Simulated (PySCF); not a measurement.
```xyz
3

Cl   -1.5635   -0.0313    0.1097
C     0.0350    0.2634   -0.3014
Cl    1.4190   -0.2946    0.4631
```

Geometry: PBE0-D3(BJ)/def2-SVP.

All numbers below come from UKS B3LYP, IGLO-III on C Cl, non-relativistic, mean-field spin-orbit, GIAO in PySCF 2.14.0, density-fitted response routines.

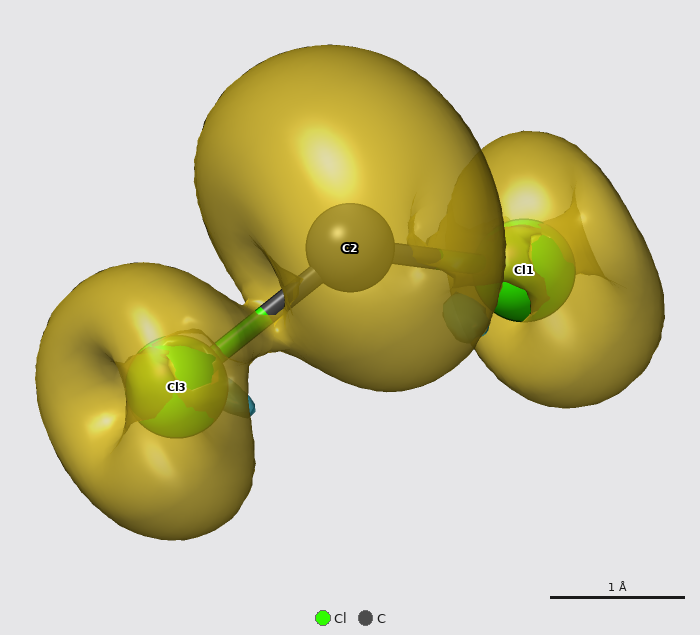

CCl2 (SMILES Cl[C]Cl) (triplet). Isosurfaces of the spin density (α minus β) at +0.03 (yellow) and −0.03 e/Å³ (cyan), seen at an oblique angle.

**Describe the spin distribution.**

The unpaired spin (2 electrons) lies mostly on C2 (about 1.3), Cl1 (about 0.3) and Cl3 (about 0.3), in electrons by Hirshfeld's partition.
